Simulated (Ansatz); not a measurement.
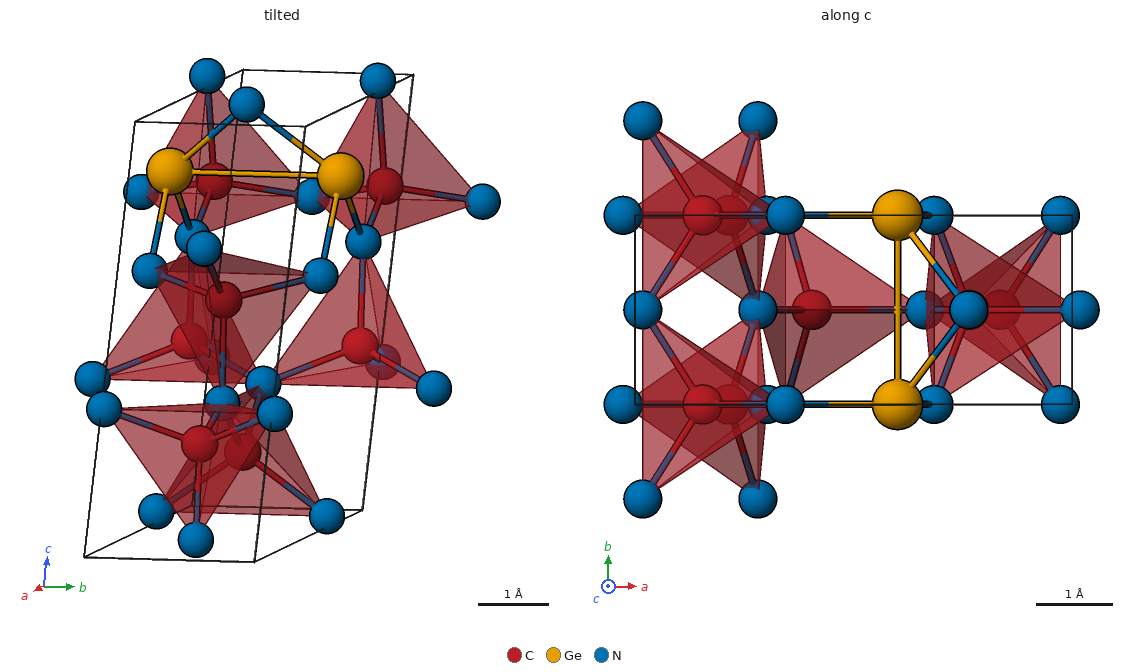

Shown here is a polyhedral view of the crystal, taken slightly off an axis and along the c axis. One conventional unit cell is outlined, and atoms on its boundary appear in each equivalent place. A few atoms beyond the faces are included.

GeC$_{5}$N$_{8}$, space group Pm (No. 6), a = 6.560 Å, b = 2.515 Å, c = 6.682 Å, α = 90.00°, β = 117.56°, γ = 90.00°. It goes back to a structure type filled with these elements by a generator (whether the compound takes this form wasn't checked). Earlier steps of the study, as a rule a relaxation of our own, may have changed the cell and positions, so they can lie some per cent off the listed ones. It went into a calculation with Ansatz.

This one geometry was computed with Ansatz (DFT, plane waves, PAW) at five levels of theory: PBE0, r2SCAN, HSE06, PBE with spin-orbit coupling and PBE. It was relaxed beforehand with r2SCAN.

> Which level gives the highest pressure at this volume, and what does that say about its equilibrium volume?

Highest: PBE with spin-orbit coupling (6.1 GPa) and PBE (6.2 GPa), which points to the largest equilibrium volume. Lowest, with the smallest volume: PBE0 (-5.4 GPa) and HSE06 (-5.3 GPa). Levels within 0.5 GPa of each other can't be told apart.

> How does the band gap change with the level of theory?

PBE with spin-orbit coupling: a gap of 2.56 eV, indirect; PBE: a gap of 2.56 eV, indirect; r2SCAN: a gap of 2.99 eV, indirect; HSE06: a gap of 3.99 eV, indirect; PBE0: a gap of 4.76 eV, indirect.

> Collect the results in a table.

| level | cutoff (eV) | k-mesh of the run's cell | gap (eV) | pressure (GPa) |
| --- | --- | --- | --- | --- |
| PBE0 | 420 | 4×6×4 | 4.76 | -5.4 |
| r2SCAN | 500 | 4×10×4 | 2.99 | 0.0 |
| HSE06 | 420 | 4×6×4 | 3.99 | -5.3 |
| PBE with spin-orbit coupling | 420 | 4×10×4 | 2.56 | 6.1 |
| PBE | 420 | 4×10×4 | 2.56 | 6.2 |

Gaps are taken on the k-mesh or band path of each run.
